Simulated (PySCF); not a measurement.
**H3S+ (sulfonium) at CCSD(T)/SBKJC (core potential)**

What is the vertical singlet–triplet gap of H3S+ (sulfonium) at CCSD(T)/SBKJC (core potential)? 

Program for the calculation: PySCF 2.14.0.

6 further runs of the same task are left out: 1 that didn't finish, 5 set aside as unsound or not needed.

## Step 1: Starting point

H3S+ has 4 atoms, charge +1, and is taken as a singlet. As SMILES, `[SH3+]`. Geometry: relaxed at GFN2-xTB.

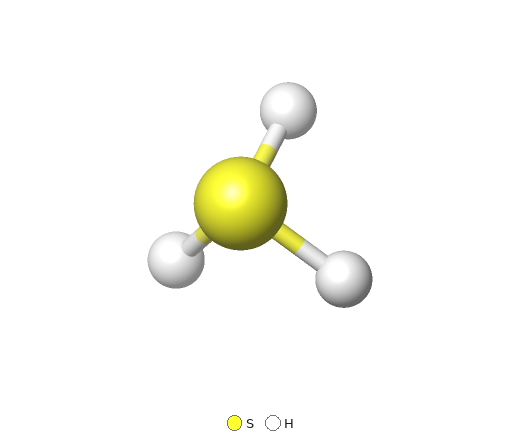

The structure, seen from a chosen angle (sulfur yellow, hydrogen white).

## Step 2: A single-point energy at CCSD(T)/SBKJC (core potential)

File input.py:

```python
# sulfonium
from pyscf import gto, cc

system = gto.M(
    atom=[
    ('S', (0.301620, -0.100910, -0.445950)),
    ('H', (0.848020, 0.280920, 0.734350)),
    ('H', (-0.494150, -1.037930, 0.125030)),
    ('H', (-0.655500, 0.857920, -0.413440)),
],
    spin=0,
    max_memory=1860,
    ecp={'S': 'sbkjc'},
    verbose=3,
    basis='sbkjc',
    charge=1,
)

mf = system.RHF()
mf.conv_tol = 1e-10
mf.kernel()
if not mf.converged:
    mf = mf.newton().run(mf.mo_coeff, mf.mo_occ)

mycc = cc.CCSD(mf)
mycc.kernel()
e_t = mycc.ccsd_t()
etot = mycc.e_tot + e_t
print('E = %.10f Eh' % etot)
```

Command:

```bash
$ OMP_NUM_THREADS=1 python input.py
```

The program printed:

```text
converged SCF energy = -11.2971092807289
E(CCSD) = -11.3733597153599  E_corr = -0.07625043463102733
CCSD(T) correction = -0.000468151040812896
E = -11.3738278664 Eh
```

Run time: 0.64 s. Hardware: 1 thread of Arm Neoverse V2, shared host; peak memory 0.12 GiB.

## Step 3: The triplet

File geometry.xyz:

```xyz
4

S      0.301620    -0.100910    -0.445950
H      0.848020     0.280920     0.734350
H     -0.494150    -1.037930     0.125030
H     -0.655500     0.857920    -0.413440
```

File input.py:

```python
from pyscf import gto, scf, cc

system = gto.M(
    atom='geometry.xyz',
    spin=2,
    charge=1,
    basis='sbkjc',
    ecp={'S': 'sbkjc'},
    max_memory=1860,
    verbose=3,
)

calc0 = scf.UHF(system)
calc0.conv_tol = 1e-10
calc0.kernel()
if not calc0.converged:
    calc0 = calc0.newton().run(calc0.mo_coeff, calc0.mo_occ)

mycc = cc.CCSD(calc0)
mycc.kernel()
e_t = mycc.ccsd_t()
etot = mycc.e_tot + e_t
print('E(%s) = %.9f' % ('CCSD(T)', etot))
```

Command:

```bash
$ OMP_NUM_THREADS=1 python input.py
```

The program printed:

```text
WARN: HOMO 0.186752243485349 >= LUMO -0.291615755540593

WARN: HOMO -0.464785643978031 >= LUMO -0.515770341535623

converged SCF energy = -10.9774777983703  <S^2> = 2.0111269  2S+1 = 3.0074088
E(UCCSD) = -11.04389448590051  E_corr = -0.06641668753024979
UCCSD(T) correction = -0.000910812829609411
E(CCSD(T)) = -11.044805299
```

Wall time 0.68 s (1 thread of Arm Neoverse V2, shared host); peak memory 0.12 GiB.

## Step 4: What came out

Level: CCSD(T)/SBKJC (core potential).

| quantity | value |
| --- | --- |
| singlet: total energy | -11.37383 Eh |
| singlet: HOMO energy (Hartree–Fock orbitals) | -21.24 eV |
| singlet: LUMO energy (Hartree–Fock orbitals) | -2.61 eV |
| singlet: HOMO–LUMO gap (Hartree–Fock orbitals) | 18.63 eV |
| singlet: correlation energy | -76.7 mEh |
| singlet: (T) correction | -0.47 mEh |
| singlet: T1 diagnostic | 0.008 |
| triplet: total energy | -11.04481 Eh |
| triplet: HOMO energy (Hartree–Fock orbitals) (highest over α and β) | -11.88 eV |
| triplet: LUMO energy (Hartree–Fock orbitals) (lowest over α and β) | -10.67 eV |
| triplet: correlation energy | -67.3 mEh |
| triplet: (T) correction | -0.91 mEh |
| triplet: ⟨S²⟩ of the reference determinant | 2.011 |
| triplet: T1 diagnostic | 0.013 |
| vertical energy of the triplet above the singlet | 8.953 eV |

**Reading.** At this shape the triplet lies 8.95 eV (206 kcal/mol) above the singlet. Mulliken charges (singlet) of the mean-field density run from +0.20 on H4 to +0.41 on S1; they depend strongly on the basis. The triples (singlet) make up 0.6 % of the correlation energy. Mulliken charges (triplet) of the mean-field density run from +0.05 on H3 to +0.63 on S1. The triples (triplet) make up 1.4 % of the correlation energy.
